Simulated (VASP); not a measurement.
Input:

```yaml
crystal:
  lattice:
    - [2.24635, -3.89079, 0.00000]
    - [2.24635, 3.89079, 0.00000]
    - [0.00000, 0.00000, 4.96756]
  atoms:
    - { symbol: Se, position: [0.00000, 0.21875, 0.66667] }
    - { symbol: Se, position: [0.78125, 0.78125, 0.00000] }
    - { symbol: Se, position: [0.21875, 0.00000, 0.33333] }
```

All values below come from MS2 meta-GGA, VASP's PBE PAW potentials (set 64) (plane waves; VASP). Settings: 520 eV cut-off, 7×7×5 Γ-centred mesh, tetrahedra with Blöchl corrections, potentials Se.

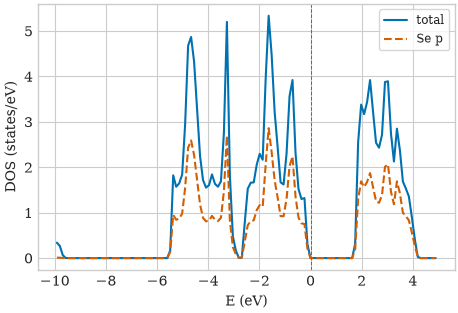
*Total and projected density of states, zero at the valence-band maximum*

Within 2 eV below the valence-band maximum the largest weight inside VASP's projection spheres is Se p.

The gap is indirect, 1.46 eV, from the valence maximum at L to the conduction minimum at H.

The compound is Se in the trig structure. It was relaxed first, which changed the volume by +6 %.
